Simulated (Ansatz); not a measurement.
Cell of (CdSe)6/(CdTe)6 zinc blende (001) superlattice on CdTe -2.0% (CdSe held in this type, which need not be the stable form), with its geometry taken from a PBE run:

```
CELL_PARAMETERS angstrom
      4.58618     0.00000     0.00000
      0.00000     4.58618     0.00000
      0.00000     0.00000    37.66002
ATOMIC_POSITIONS crystal
  Cd 0.00000 0.00000 0.00598
  Se 0.50000 0.00000 0.04463
  Cd 0.50000 0.50000 0.08318
  Se 0.00000 0.50000 0.12151
  Cd 0.00000 0.00000 0.15982
  Se 0.50000 0.00000 0.19807
  Cd 0.50000 0.50000 0.23631
  Se 0.00000 0.50000 0.27455
  Cd 0.00000 0.00000 0.31280
  Se 0.50000 0.00000 0.35111
  Cd 0.50000 0.50000 0.38944
  Se 0.00000 0.50000 0.42799
  Cd 0.00000 0.00000 0.46664
  Te 0.50000 0.00000 0.51141
  Cd 0.50000 0.50000 0.55616
  Te 0.00000 0.50000 0.60112
  Cd 0.00000 0.00000 0.64614
  Te 0.50000 0.00000 0.69121
  Cd 0.50000 0.50000 0.73631
  Te 0.00000 0.50000 0.78141
  Cd 0.00000 0.00000 0.82648
  Te 0.50000 0.00000 0.87150
  Cd 0.50000 0.50000 0.91646
  Te 0.00000 0.50000 0.96121
```

Computed with HSE06 with spin-orbit coupling (plane waves to 420 eV, PAW; Ansatz, a quantum-chemistry and plane-wave program).  Its k-point mesh 4×4×1, Fermi–Dirac width 0.01 eV. HSE06 ran on meshes of its own (4×4×1); its edges and gaps are taken over the mesh and over extra points off it, mostly where PBE has its edges.

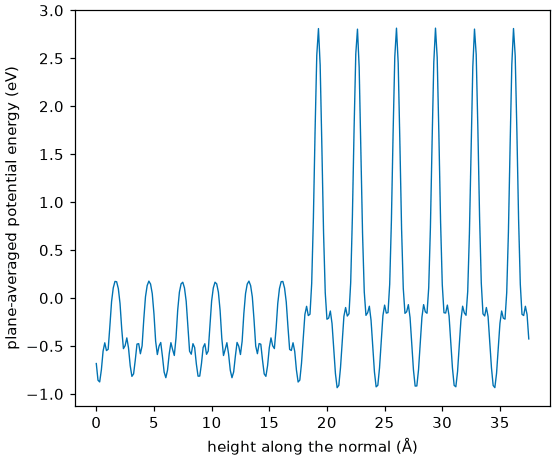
*Smooth (PAW) electrostatic potential energy of an electron, averaged over planes, about its mean*

The curve spans 3.7 eV over the stretch drawn.
